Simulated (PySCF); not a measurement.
```xyz
16

Si    2.6102   -0.8645    0.6204
C     1.1613    0.2072    0.0257
C     1.3270    1.4792   -0.4968
P     0.0353    2.4966   -1.0510
C    -1.2866    1.4208   -0.7260
C    -1.1580    0.1550   -0.1788
Si   -2.6381   -0.9839    0.1574
N    -0.0070   -0.4077    0.1716
H     3.8511   -0.1079    0.4211
H     2.6283   -2.0936   -0.1695
H     2.4131   -1.1604    2.0377
H     2.3342    1.8724   -0.5656
H    -2.2827    1.7694   -0.9703
H    -2.4600   -2.2098   -0.6177
H    -3.8604   -0.2866   -0.2580
H    -2.6754   -1.2770    1.5886
```

Geometry: GFN2-xTB.

The calculation used PBE0/pcSseg-1, SCF density, gas phase, non-relativistic in PySCF.

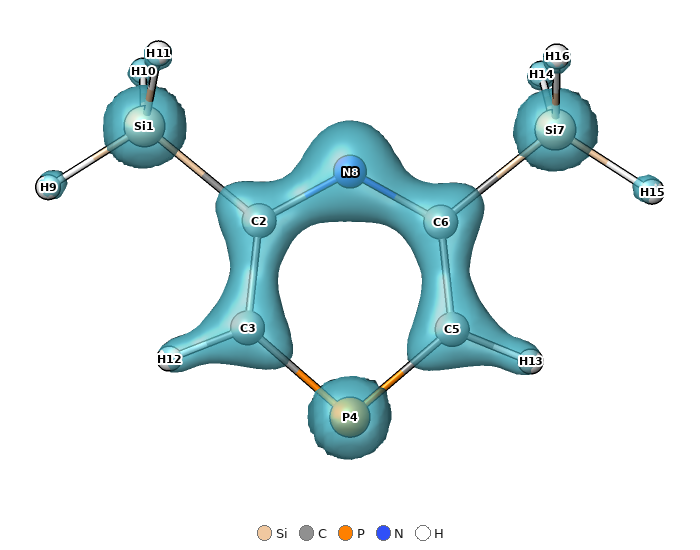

C4H8NPSi2. Isosurface of the total electron density at 1.5 e/Å³ (cyan), seen across its widest extent.

How is the density connected at this value?

Answer. At this value the surface falls into ten separate pieces. It bridges the sampled C–N (1.33 Å) and C–C (1.38 Å) contacts, where the density stays above the isovalue. It is pinched off along the sampled C–P (1.74 Å) and C–Si (1.90 Å) contacts. On the grid the lowest density along these lines, outside the cores, is 2.4 e/Å³ (C–N, 1.33 Å), 2.1 e/Å³ (C–C, 1.38 Å), 1.1 e/Å³ (C–P, 1.74 Å) and 0.79 e/Å³ (C–Si, 1.90 Å).
